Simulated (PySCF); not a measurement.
**Frequency calculation of InCl**

InCl, computed with RKS-based PBE, In def2-SVP with ECP28, Cl def2-SVP; non-relativistic Hamiltonian with a scalar-relativistic core potential; density fitting (PySCF 2.14.0).

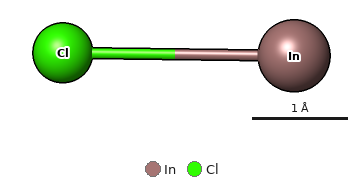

Fig. 1: The structure (ball-and-stick view, seen at a tilt). Sticks mark near contacts. Bond lengths as drawn: Cl–In 2.45 Å.

**The input**
```python
from pyscf import gto, scf, dft
mol = gto.M(atom='''
In     0.000000    -0.000000    -0.571399
Cl     0.000000     0.000000     1.877059''',
    basis={'In': 'def2-SVP', 'Cl': 'def2-SVP'},
    ecp={'In': 'def2-SVP'},
    charge=0, spin=0)
mf = dft.RKS(mol, xc='PBE')
mf.grids.atom_grid = (75, 302)
aux = {'In': 'def2-universal-JKFIT', 'Cl': 'def2-universal-JKFIT'}
mf = mf.density_fit(auxbasis=aux)
mf.conv_tol = 1e-09
mf.diis_space = 10
mf.max_cycle = 60
mf.verbose = 4
mf.kernel()
```

The script is an equivalent of the set-up of the self-consistent field. The run itself was carried out by a driver, which started from the orbitals of the step before it where there was one and computed the further properties.

Machine: 1 thread of Intel Xeon @ 2.90GHz (Ice Lake), 64 GiB of memory available, shared host.

Launched with:
```bash
OMP_NUM_THREADS=1 python axn.py task.json out
```

**What the program printed**
```
init E= -650.080077669608
  HOMO = -0.226671689856277  LUMO = -0.0863372224030615  gap/eV = 3.81870
cycle= 1 E= -650.080077669607  delta_E= 1.14e-12  |g|= 7.48e-07  |ddm|= 1.63e-06
  HOMO = -0.226671754365375  LUMO = -0.0863371437920652  gap/eV = 3.81870
Extra cycle  E= -650.080077669607  delta_E= 1.14e-13  |g|= 1.53e-06  |ddm|= 3.13e-06
converged SCF energy = -650.080077669607
```

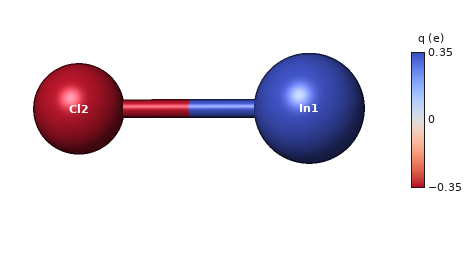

Fig. 2: Mulliken charges, as the colour of each atom (ball-and-stick view, seen on its broad side; atoms are numbered from 1 in the order of the input). By element: In +0.34 and Cl −0.34 e.

**Key numbers**

```csv
quantity,value
outcome,converged
total energy,−650.080078 hartree
HOMO,−6.17 eV
LUMO,−2.35 eV
zero-point energy,0.000724 hartree
dipole moment,3.00 D
"wavenumbers, lowest and highest",318 cm⁻¹
wall time,6.9 s
peak memory,0.4 GiB
```
